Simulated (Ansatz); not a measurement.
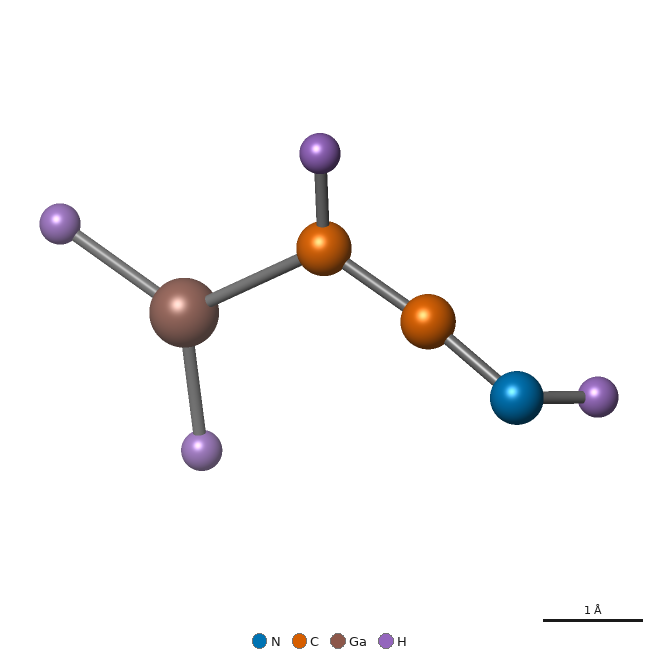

Every bond is drawn as one stick, whatever its order.

Which formula does it have?

C2H4GaN, 8 atoms: 2 carbon, 4 hydrogen, 1 gallium and 1 nitrogen.

Count the bonded pairs by element.

2 Ga–H, 1 C–N, 1 C–C, 1 C–Ga, 1 N–H, 1 C–H.

Write the SMILES.

N=C=[CH][GaH2]

Which point group does it belong to?

C1.

How many sets of symmetry-equivalent atoms are there?

8: 1 N, 1 C, 1 C, 1 Ga, 1 H, 1 H, 1 H, 1 H.

The parts below concern this one geometry. Atoms keep their numbers from picture to picture. The computed structure is the end point of a PBE0-D4/def2-TZVP optimisation.

## Levels of theory compared

Program: Ansatz 0.2.0.

Compare HOMO–LUMO gap (eV), dipole (D), HOMO energy (eV) at these levels: B3LYP-D4/def2-TZVPP; PBE-D4/def2-TZVPP; r2SCAN-D4/def2-TZVPP; ωB97M-V/def2-TZVPP.

```tsv
level	HOMO–LUMO gap (eV)	dipole (D)	HOMO energy (eV)
B3LYP-D4/def2-TZVPP	5.15	1.44	−6.92
PBE-D4/def2-TZVPP	3.75	1.44	−6.03
r2SCAN-D4/def2-TZVPP	4.21	1.45	−6.24
ωB97M-V/def2-TZVPP	9.45	1.44	−9.25
```

## Vibrations

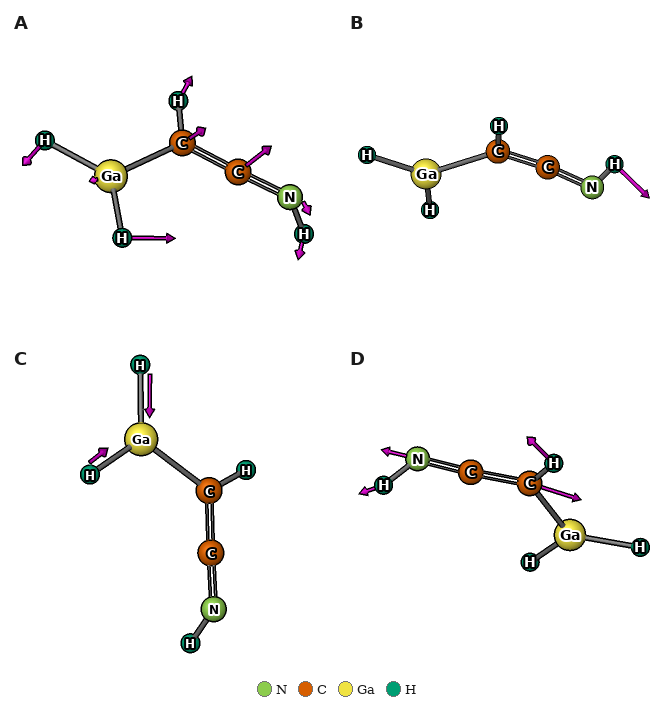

4 normal modes of one molecule or complex, as arrows. Harmonic vibrations computed with RKS PBE0-D4/def2-TZVP (Ansatz 0.2.0) at a stationary point of the same level.

Match the panels to the wavenumbers 481 cm⁻¹, 930 cm⁻¹, 1285 cm⁻¹, 1985 cm⁻¹.

A: 481 cm⁻¹
B: 930 cm⁻¹, C–N–H bending
C: 1985 cm⁻¹, in-phase stretching of 2 Ga–H bonds
D: 1285 cm⁻¹

## Thermal motion

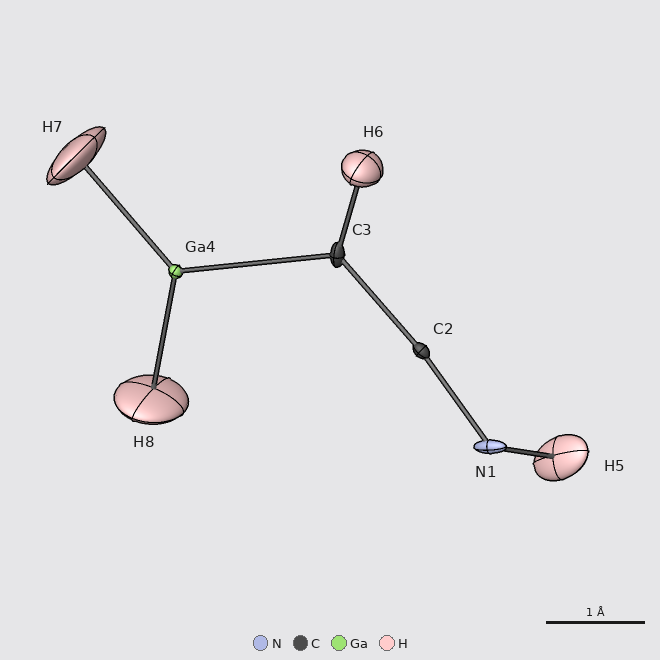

Displacement ellipsoids at the 50 % level, from the internal vibrations of the free molecule (harmonic, no overall translation or rotation; no half-axis is drawn under 0.075 Å). Vibrations computed with RKS PBE0-D4/def2-TZVP (Ansatz 0.2.0). Temperature: 298 K.

Give the displacement parameters, one line for each set of equivalent atoms.

```csv
atom,U_eq (Å²),rms amplitudes (Å)
N1,0.0055,"0.027, 0.034, 0.120"
C2,0.0030,"0.047, 0.049, 0.066"
C3,0.0043,"0.039, 0.055, 0.090"
Ga4,0.00047,"0.005, 0.008, 0.036"
H5,0.0288,"0.080, 0.151, 0.239"
H6,0.0198,"0.111, 0.137, 0.168"
H7,0.0575,"0.096, 0.212, 0.344"
H8,0.0511,"0.091, 0.239, 0.296"
```
